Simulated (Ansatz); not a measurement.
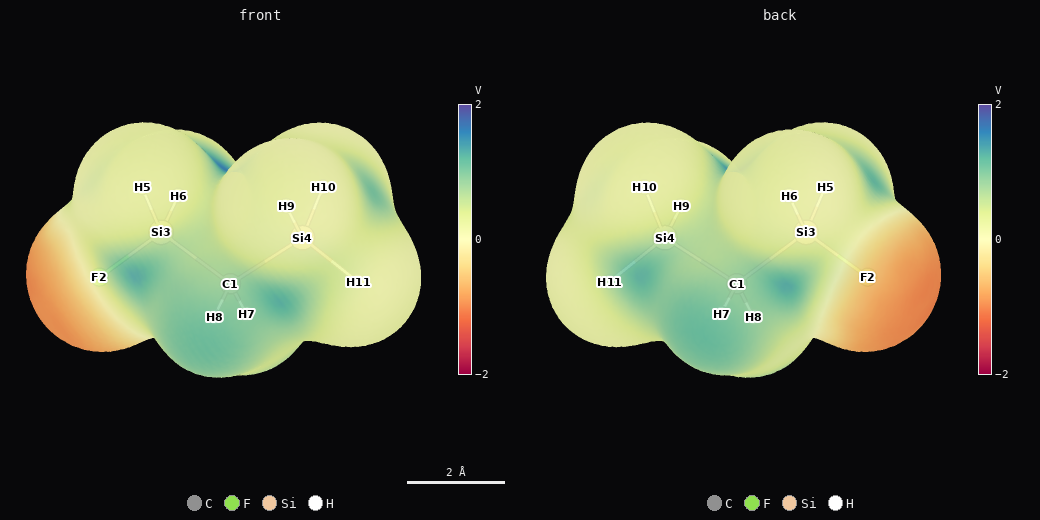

CH₇FSi₂ (SMILES F[SiH2]C[SiH3]). The electrostatic potential painted on the density surface at 0.002 e/bohr³, seen from the front and from behind; red is negative and blue positive.

Geometry: B3LYP/6-31G*.

All numbers below come from isolated molecule in a Gaussian basis; Kohn-Sham density functional theory, functional PBE0 in Ansatz 0.2.0.

```yaml
atoms:
  - { symbol: C, position_ang: [0.4351, 0.1397, -1.3935] }
  - { symbol: F, position_ang: [2.4175, 1.2786, -3.1177] }
  - { symbol: Si, position_ang: [1.7736, 1.4233, -1.6379] }
  - { symbol: Si, position_ang: [-0.5731, 0.3319, 0.1977] }
  - { symbol: H, position_ang: [1.2104, 2.7938, -1.5177] }
  - { symbol: H, position_ang: [2.8624, 1.2321, -0.6444] }
  - { symbol: H, position_ang: [0.8907, -0.8595, -1.4037] }
  - { symbol: H, position_ang: [-0.2601, 0.1786, -2.2433] }
  - { symbol: H, position_ang: [-1.3996, 1.5675, 0.1420] }
  - { symbol: H, position_ang: [0.3244, 0.4270, 1.3819] }
  - { symbol: H, position_ang: [-1.4779, -0.8333, 0.3904] }
```

Question: Where is the surface potential most negative and most positive?

Answer: The most negative region (about −1.0 V) lies over F2, the most positive (about +1.5 V) over Si3 and Si4.
